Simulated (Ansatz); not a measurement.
# Gate voltage at the highest density: arsenene bilayer, AB

A layer charged from two gates alike needs a voltage that grows with the carrier density; the slope is e over the total capacitance.

**Method.** Ansatz 0.2.0, plane waves with PAW datasets (its set soft_2), PBE-D3(BJ); isolated slab, charged sheets 5 Å from the outer atoms behind model barriers, atoms held, Fermi-Dirac smearing of 0.02585 eV. The voltage is that of the gates (their mean) against the layer's Fermi level, from the uncharged case, which has a gap of 0.09 eV.

| run | added electrons (10¹³ per cm²) | gate voltage (V) |
| --- | --- | --- |
| run 1 | 1.00 | 0.37 |
| run 2 | 3.00 | 1.08 |
| run 3 | 6.00 | 2.10 |
| run 4 | 10.00 | ? |

**Question.** What value belongs in the row marked “?”, and how far can the other rows tell?

A least-squares line through the 3 rows shown has slope 0.3455 and intercept 0.0317; no row lies more than 0.01 V off it. The capacitance is 1.602/0.3455 = 4.64 µF/cm², against 3.54 µF/cm² for plates 5 Å apart in vacuum on both sides; it is the larger, as where the added charge has its centre outside the outer atoms (not examined here). At 10.00 it gives 0.3455 × 10.00 + 0.0317 = 3.49 V, beyond the rows fitted. Rounding and scatter of the rows alone allow about ±0.031 V there.

The run itself gives 3.45 V: a miss of −0.04 V, or 1.2 % of the value. The capacitance rises a little towards the highest density.

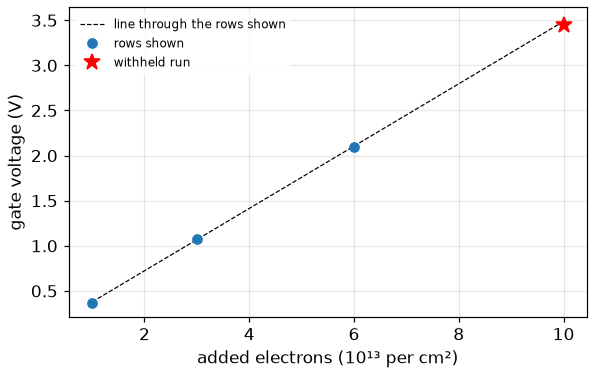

The fit and the withheld run.

**Limits.** The gates are model sheets, not atoms, and low densities sample few k-points.
